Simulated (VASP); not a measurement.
Band structure of CeO2 (fluorite). These are rev-vdW-DF2, VASP's PBE PAW potentials (set 64) (plane waves; VASP) values and carry that method's errors.

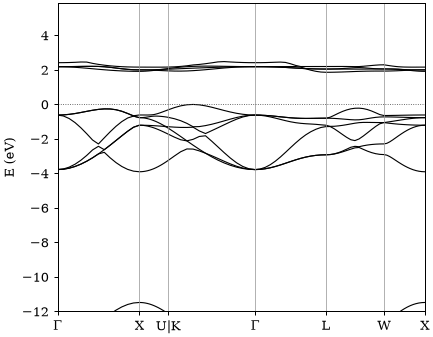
Fig. 1. Bands along high-symmetry lines, zero at the valence-band maximum or, without a gap, the Fermi level

Read the plot: is there a gap, and where are the band edges?

The gap is indirect, 1.86 eV, from the valence maximum at K-Γ at 0.29 to the conduction minimum at L. (Edges off the drawn lines would not show.)

The compound is CeO2 in the fluorite structure. It was relaxed first. The run is not spin-polarised, so no magnetic state was tried.
